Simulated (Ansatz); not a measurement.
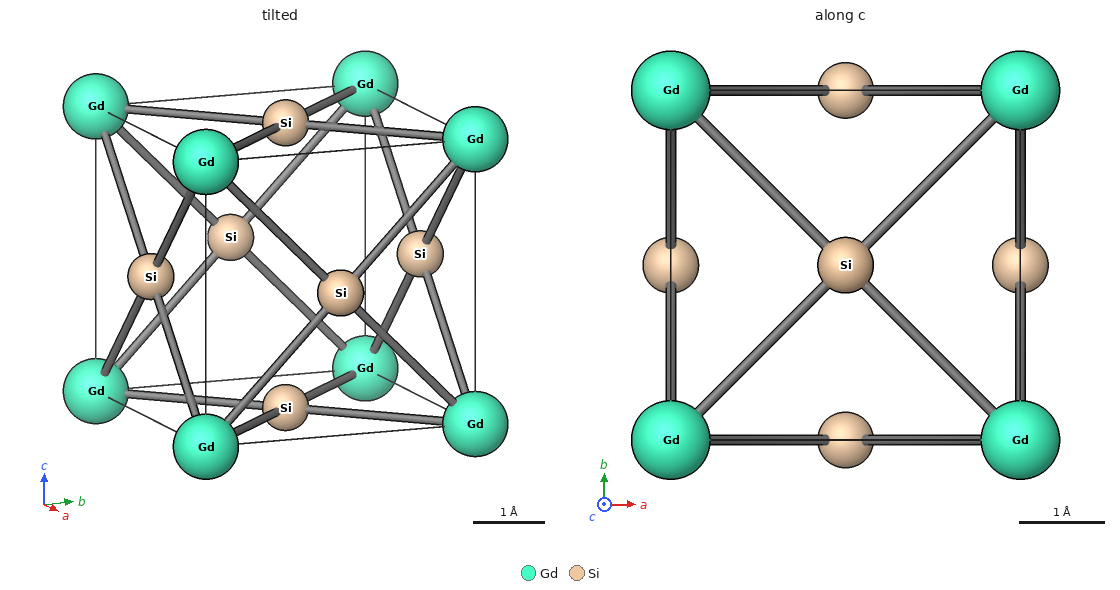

The crystal in a ball-and-stick representation, seen slightly off an axis and along the c axis. The frame is the conventional unit cell; atoms at its boundary are shown with their periodic copies.

GdSi₃, Cu₃Au (L1₂) type, space group Pm-3m (No. 221), a = 4.140 Å, b = 4.140 Å, c = 4.140 Å, α = 90.00°, β = 90.00°, γ = 90.00°. Source of the structure: a structure type filled with these elements by a generator (whether the compound takes this form wasn't checked). Earlier steps of the study may have refined or changed the cell and positions. A calculation with Ansatz used it as input.

This one geometry was computed with Ansatz (DFT, plane waves, PAW) at five levels of theory: LDA, r2SCAN, PBE, PBEsol and PBE with spin-orbit coupling.

Which level gives the highest pressure at this volume, and what does that say about its equilibrium volume?

Answer. Highest: r2SCAN (0.1 GPa), PBE (0.0 GPa) and PBE with spin-orbit coupling (-0.1 GPa), which points to the largest equilibrium volume. Lowest, with the smallest volume: LDA (-5.2 GPa). Levels within 0.5 GPa of each other can't be told apart.

How does the band gap change with the level of theory?

Answer. All levels give a metal.

Collect the results in a table.

Answer.
| level | cutoff (eV) | k-mesh of the run's cell | gap (eV) | pressure (GPa) | absolute moment (μB/atom) |
| --- | --- | --- | --- | --- | --- |
| LDA | 420 | 8×8×4 | metal | -5.2 | 1.76 |
| r2SCAN | 500 | 8×8×4 | metal | 0.1 | 1.84 |
| PBE | 420 | 8×8×4 | metal | 0.0 | 1.78 |
| PBEsol | 420 | 8×8×4 | metal | -3.5 | 1.77 |
| PBE with spin-orbit coupling | 420 | 8×8×4 | metal | -0.1 | 1.76 |

Gaps are taken on the k-mesh or band path of each run.
